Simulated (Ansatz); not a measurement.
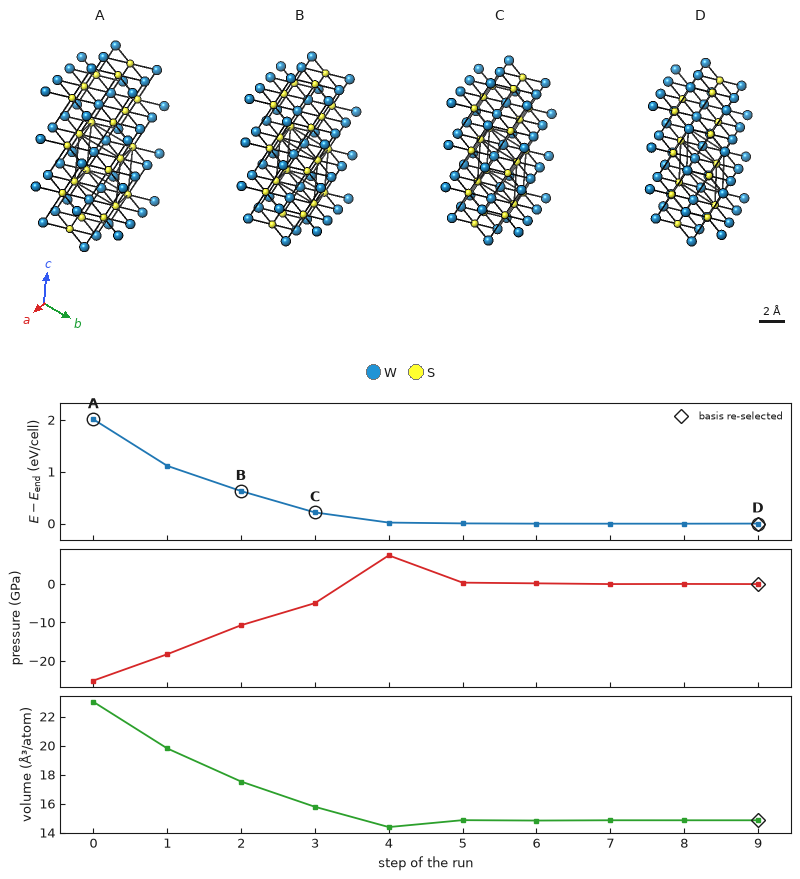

Frames of a relaxation of a crystal of WS (a generated structure, set up in I4/mmm), marked on the history of the run. A ball-and-stick model of the cell of the calculation, repeated 2 × 1 × 2 with one cell outlined, seen slightly off an axis.

The run lets cell and atoms move.

The calculation used Kohn-Sham DFT of a periodic cell, PBE0, Ansatz PAW (Ansatz).

The input:
```yaml
crystal:
  lattice:
    - [-2.15646527, 2.15646527, 2.47472653]
    - [2.15646527, -2.15646527, 2.47472653]
    - [2.15646527, 2.15646527, -2.47472653]
  atoms:
    - { symbol: W, position: [0.5, 0.5, 0.0] }
    - { symbol: S, position: [0.0, 0.0, 0.0] }
hamiltonian:
  xc: pbe0
  pseudopotentials: { kind: paw }
kpoints:
  mp_grid: { grid: [5, 5, 5] }
scf:
  occupations: { method: fermi_dirac, width: 0.05 }
output:
  forces: true
  stress: true
  eigenvalues: true
relax:
  f_tol: 0.01
  max_steps: 40
  cell: { stress_tol: 0.05 }
```

**Describe the path.**

After 8 accepted moves (9 points after the start) the energy has fallen by 2.011 eV per cell of the calculation. All forces vanish by symmetry, so only the cell relaxes. The pressure goes from −25.08 to −0.03 GPa. The SCF was repeated once at an unchanged geometry on a basis and grid sized afresh for the cell, which shifted the energy by 1.9 meV per cell of the calculation at most. No atom moves by more than 0.005 Å relative to the cell. The volume changes by −35.4 %, with a = b = c 3.927 → 3.460 Å (−11.9 %), α 113.4° → 119.0°, β 113.4° → 119.0°, γ 101.9° → 91.7°. Near-neighbour distances that change, for instance: S–W 3.050 → 2.483 Å, S–W 2.475 → 2.410 Å. The space group stays I4/mmm (No. 139). From step 0 to 2: volume −23.8 %, energy −1.384 eV per cell of the calculation. From step 2 to 3: volume −9.9 %, energy −0.412 eV per cell of the calculation. From step 3 to 9: volume −5.9 %, energy −0.215 eV per cell of the calculation.

| step | E − E(0), meV/atom | pressure, GPa | volume, Å³/atom | note |
| --- | --- | --- | --- | --- |
| 0 | 0.00 | -25.08 | 23.017 |  |
| 1 | -448.67 | -18.24 | 19.809 |  |
| 2 | -691.92 | -10.71 | 17.528 |  |
| 3 | -897.97 | -4.97 | 15.787 |  |
| 4 | -995.95 | 7.41 | 14.392 |  |
| 5 | -1003.71 | 0.34 | 14.867 |  |
| 6 | -1006.23 | 0.16 | 14.841 |  |
| 7 | -1006.52 | -0.03 | 14.860 |  |
| 8 | -1006.52 | 0.00 | 14.859 |  |
| 9 | -1005.56 | -0.03 | 14.859 | same geometry, new basis |
